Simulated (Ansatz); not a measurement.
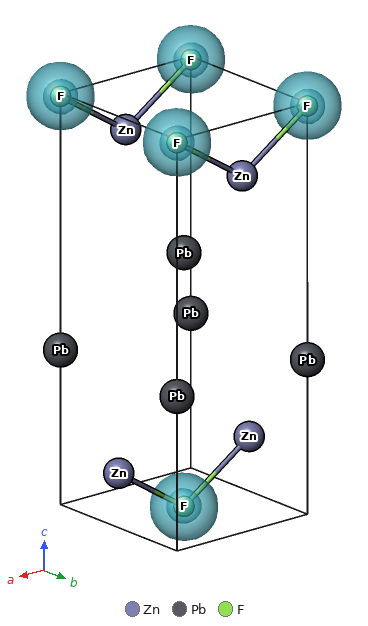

Figure. ZnPbF. Isosurface of the electron localisation function at 0.75 (cyan), seen at an oblique angle. Core shells and regions of very low density are left out. Sticks mark near contacts.

Space group Pmmn; a structure generated by program, which may or may not match a known phase.

Level of theory: Ansatz, DFT PBE, scalar-relativistic, plane waves, PAW.

In a PAW calculation such maps are meaningful between the atoms, not at the nuclei.

**What do the ELF domains correspond to?**

The surface consists of two regions wrapped around F (the valence shell of each), counted in one cell of 6 atoms. Any copies at cell faces, edges or corners count once. Profiles from the grid: Zn–F (2.13 Å): the ELF peaks at about 0.80 in the valence shell of F, 0.6 Å from its nucleus, and drops to about 0.10 between the two atoms; no localised pair shows between them. Zn–Pb (2.93 Å): the ELF is about 0.40 at the midpoint.
